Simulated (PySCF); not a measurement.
## Electronic structure of AlClH$_{2}$ in real space

```tsv
atom	x (Å)	y (Å)	z (Å)
Al	-0.0938	0.0072	-0.0054
Cl	1.9160	-0.1201	-0.0101
H	-0.8234	1.3606	0.0017
H	-0.9886	-1.2429	-0.0091
```

Geometry: GFN2-xTB.

Theory: PBE0/pcSseg-1, SCF density, gas phase, non-relativistic (PySCF).

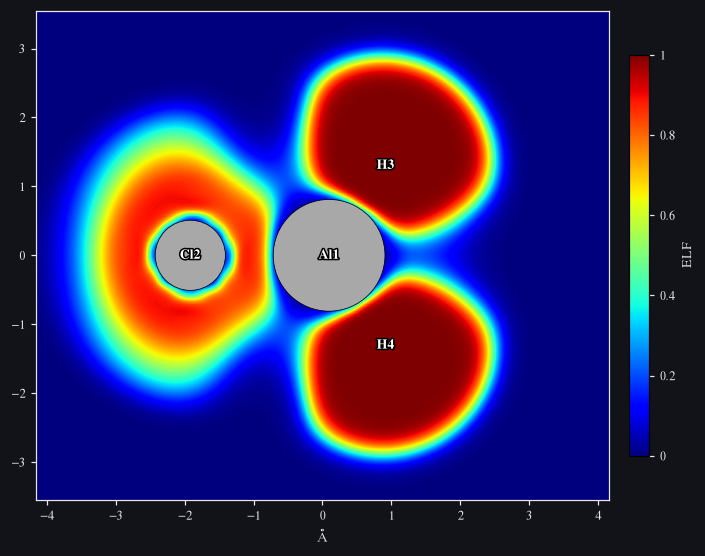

Figure 1. ELF on the molecular plane. Grey discs cover the atomic cores.

### What do the fields say about this system?

The plane passes through Al, Cl and H nuclei. Al–Cl (2.01 Å): the ELF peaks at about 0.90 in the valence shell of Cl, 0.9 Å from its nucleus, and is about 0.80 at the midpoint. Al–H (1.54 Å): the ELF climbs to about 1 towards the hydrogen. The ELF also peaks beside Cl2, away from the bonds: lone-pair regions.

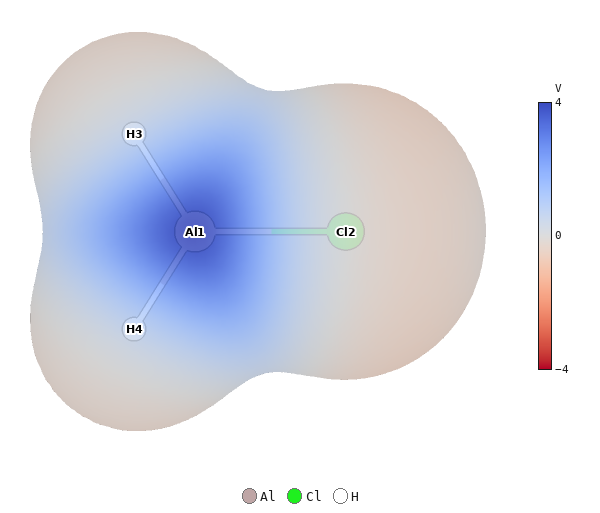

Figure 2. The molecular electrostatic potential painted on the density surface at 0.002 e/bohr³, seen across its widest extent; red is negative and blue positive.

### Describe the electrostatic potential map.

The most negative region (about −0.5 V) lies over Cl2, the most positive (about +3.7 V) over Al1.

### How polar is the molecule by this calculation?

Its dipole moment is 0.82 D.
